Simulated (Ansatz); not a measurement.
C2H6AlI

```xyz
10

C     0.9581    1.4583    0.9854
C     2.3245    0.8961   -2.1807
Al    0.8179    1.0377   -0.9286
I    -1.5137    0.6519   -1.8264
H     2.0074    1.6090    1.3126
H     0.5169    0.6447    1.5995
H     0.3846    2.3784    1.2273
H     2.0090    0.6475   -3.2127
H     3.0394    0.1161   -1.8388
H     2.8919    1.8519   -2.2121
```

Geometry: BLYP-D3(BJ)/def2-SVP; core potentials replace the inner electrons of I.

These are results of isolated molecule in a Gaussian basis; Kohn-Sham density functional theory, functional PBE0 in Ansatz, not measurements.

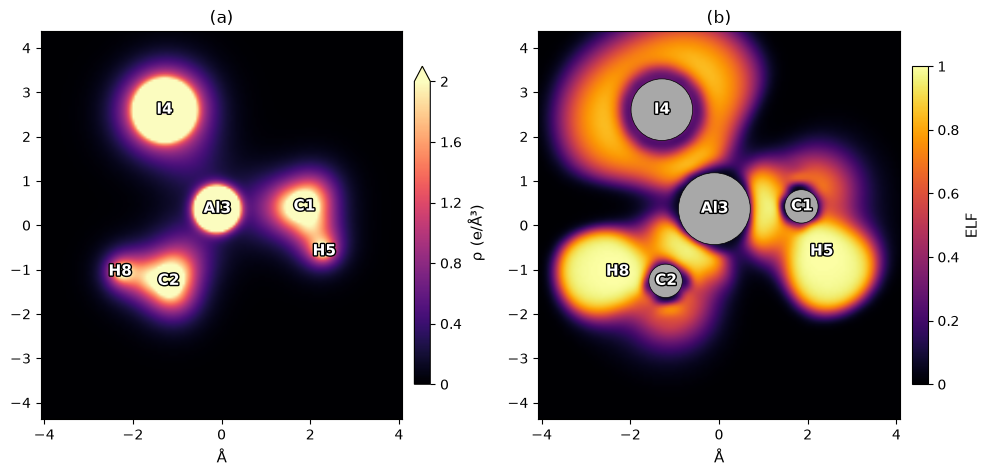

Figure 1. (a) electron density; (b) ELF on the plane of atoms Al3, C2 and H8. Grey discs cover the atomic cores in the ELF map.

Question: Describe what can be read from this map.

Answer: Atoms in the plane: C, Al, I and H. C–Al (1.96 Å): ρ at the midpoint is about 0.71 e/Å³; the ELF peaks at about 0.95 between the atoms (a shared but strongly polarised pair). Al–I (2.53 Å): ρ is about 0.52 e/Å³ halfway; the ELF peaks at about 0.85 in the valence shell of I, 1.3 Å from its nucleus, and is about 0.80 at the midpoint. C–H (1.11 Å): ρ is about 1.9 e/Å³ halfway; the ELF climbs to about 1 towards the hydrogen, as it does in any bond to H; an ordinary covalent bond to hydrogen. The ELF also peaks beside I4, away from the bonds: lone-pair regions.

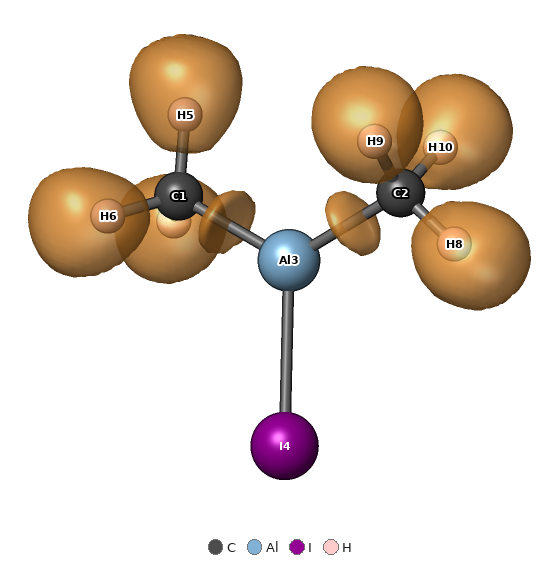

Figure 2. Isosurface of the ELF at 0.9 (orange), seen at a tilt. Core shells and regions of very low density are left out.

Question: Where are the electrons localised?

Answer: The surface consists of two regions between bonded Al–C atoms (shared pairs) and six regions around hydrogen nuclei.

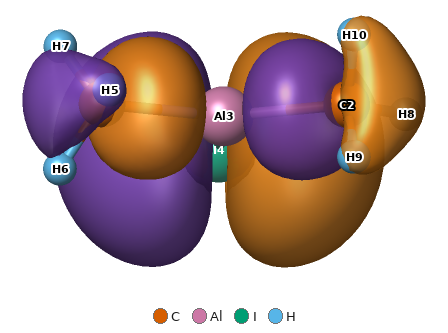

Figure 3. One frontier orbital at ±0.06 Å⁻³ᐟ² (orange and purple are the two phases), seen from one side.

Question: Which orbital is it: HOMO or LUMO?

Answer: The HOMO, at −7.32 eV. Its weight (Hirshfeld) is mainly on I4 (about 80 %) and Al3 (about 5 %); largely a lone pair of I4.
